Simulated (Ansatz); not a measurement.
**CH6BN (SMILES CBN): B3LYP/6-31G(d) (spherical functions)**

Aim: the vertical singlet–triplet gap of CH6BN at B3LYP/6-31G* (spherical functions), from 2 runs. 

The calculation is run with Ansatz 0.2.0.

76 further runs of the same task are left out: 76 set aside as unsound or not needed.

## Step 1: The system as given

The species is CH6BN (9 atoms), meant as a singlet with charge 0. SMILES: `CBN`. The shape is that of a PBE0-D4/def2-TZVP optimisation.

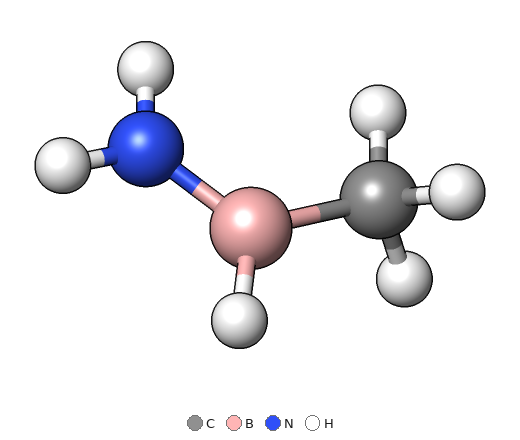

Viewed from a chosen angle; carbon grey, boron pink, nitrogen blue, hydrogen white.

## Step 2: The energy at B3LYP/6-31G(d) (spherical functions)

run.yaml

```yaml
crystal:
  periodic: [false, false, false]
  atoms:
    - {symbol: C, position_ang: [-0.665300, 0.757700, -0.590300]}
    - {symbol: B, position_ang: [0.459400, -0.282900, -0.256200]}
    - {symbol: "N", position_ang: [0.592800, -0.842800, 1.010700]}
    - {symbol: H, position_ang: [-1.291900, 0.390800, -1.410600]}
    - {symbol: H, position_ang: [-0.224600, 1.692200, -0.954300]}
    - {symbol: H, position_ang: [-1.319900, 0.998900, 0.252300]}
    - {symbol: H, position_ang: [1.248800, -0.632800, -1.092800]}
    - {symbol: H, position_ang: [1.306200, -1.511000, 1.244900]}
    - {symbol: H, position_ang: [-0.016800, -0.616400, 1.779200]}
basis:
  gaussian: {orbitals: 6-31G_st_-spherical.json}
hamiltonian: {xc: {name: B3LYP}}
accuracy: high
output: {orbitals: {seedname: orbitals}}
```

The basis set 6-31G* is read from a file made from the Basis Set Exchange's data (not shown).

The run is started by

```sh
$ ansatz run run.yaml --threads 1 --pin off --max-ram 3480MiB --events-out events.jsonl --progress --plain --runs-dir runs
```

Log:

```text
Warning: RAYON_NUM_THREADS=1 ignored (pool sized by the plan → 1); use --threads N
Functional definition: B3LYP
  name "B3LYP"
  parameter a0 = 0.2
  parameter ax = 0.72
  parameter ac = 0.81
  exchange = (1 - a0 - ax)*slater_x + ax*b88_x + a0*exact_x
  correlation = (1 - ac)*vwn_rpa_c + ac*lyp_c
1335 factors; integrals over basis functions are off by at most 3.0e-9 eV
mean field evaluation 1: about -3294.8049 eV, gradient 6.0e1 eV
mean field evaluation 2: about -3289.4323 eV, gradient 7.5e1 eV
mean field evaluation 4: about -3302.5359 eV, gradient 2.7e0 eV
mean field evaluation 8: about -3302.5466 eV, gradient 9.1e-2 eV
mean field evaluation 16: about -3302.5466 eV, gradient 5.7e-7 eV
mean field -3302.54662303 eV, -121.3663498499 hartree, gradient 1.8e-8 eV, S^2 0.000000; 0 other end points of the search recorded, 0 dependent functions left out
reference -3302.54665570 eV, -121.3663510504 hartree; 12, 12 occupied and 42, 42 virtual orbitals, 1335 factors
Total energy: -3302.54665570 eV, -121.3663510504 hartree
```

It took 2.6 s on 1 thread of Arm Neoverse V2, shared host; peak memory 0.15 GiB.

## Step 3: The triplet at the same level

input.yaml

```yaml
basis:
  gaussian: {orbitals: 6-31G_st_-spherical.json}
crystal:
  periodic: [false, false, false]
  atoms:
    - symbol: C
      position_ang: [-0.665300, 0.757700, -0.590300]
    - symbol: B
      position_ang: [0.459400, -0.282900, -0.256200]
    - symbol: "N"
      position_ang: [0.592800, -0.842800, 1.010700]
    - symbol: H
      position_ang: [-1.291900, 0.390800, -1.410600]
    - symbol: H
      position_ang: [-0.224600, 1.692200, -0.954300]
    - symbol: H
      position_ang: [-1.319900, 0.998900, 0.252300]
    - symbol: H
      position_ang: [1.248800, -0.632800, -1.092800]
    - symbol: H
      position_ang: [1.306200, -1.511000, 1.244900]
    - symbol: H
      position_ang: [-0.016800, -0.616400, 1.779200]
magnetization: {spin_polarized: true, initial_magnetization: 2}
hamiltonian: {xc: {name: B3LYP}}
accuracy: high
output: {orbitals: {seedname: orbitals}}
```

The basis set 6-31G* is read from a file made from the Basis Set Exchange's data (not shown).

The run is started by

```sh
$ ansatz run input.yaml --threads 1 --pin off --max-ram 3480MiB --events-out events.jsonl --progress --plain --runs-dir runs
```

Log:

```text
Warning: RAYON_NUM_THREADS=1 ignored (pool sized by the plan → 1); use --threads N
Functional definition: B3LYP
  name "B3LYP"
  parameter a0 = 0.2
  parameter ax = 0.72
  parameter ac = 0.81
  exchange = (1 - a0 - ax)*slater_x + ax*b88_x + a0*exact_x
  correlation = (1 - ac)*vwn_rpa_c + ac*lyp_c
1335 factors; integrals over basis functions are off by at most 3.0e-9 eV
mean field evaluation 1: about -3289.2911 eV, gradient 3.5e1 eV
mean field evaluation 2: about -3272.0636 eV, gradient 5.5e1 eV
mean field evaluation 4: about -3295.2367 eV, gradient 6.8e0 eV
mean field evaluation 8: about -3295.6950 eV, gradient 7.3e-1 eV
mean field evaluation 16: about -3295.6565 eV, gradient 4.8e0 eV
mean field evaluation 32: about -3295.7177 eV, gradient 5.6e-1 eV
mean field -3295.77168720 eV, -121.1173755501 hartree, gradient 8.1e-8 eV, S^2 2.004791; 5 other end points of the search recorded, 0 dependent functions left out
reference -3295.77172135 eV, -121.1173768054 hartree; 13, 11 occupied and 41, 43 virtual orbitals, 1335 factors
Total energy: -3295.77172135 eV, -121.1173768054 hartree
```

Wall time 11 s (1 thread of Arm Neoverse V2, shared host); peak memory 0.21 GiB.

## Step 4: Outcome

Level: B3LYP/6-31G* (spherical functions).

```
                                        quantity          value
                           singlet: total energy  -121.36635 Eh
                            singlet: HOMO energy       -7.66 eV
                            singlet: LUMO energy        1.21 eV
                          singlet: HOMO–LUMO gap        8.87 eV
                           triplet: total energy  -121.11738 Eh
     triplet: HOMO energy (highest over α and β)       -1.11 eV
                                   triplet: ⟨S²⟩          2.005
vertical energy of the triplet above the singlet       6.775 eV
```

At this shape the triplet lies 6.77 eV (156 kcal/mol) above the singlet.
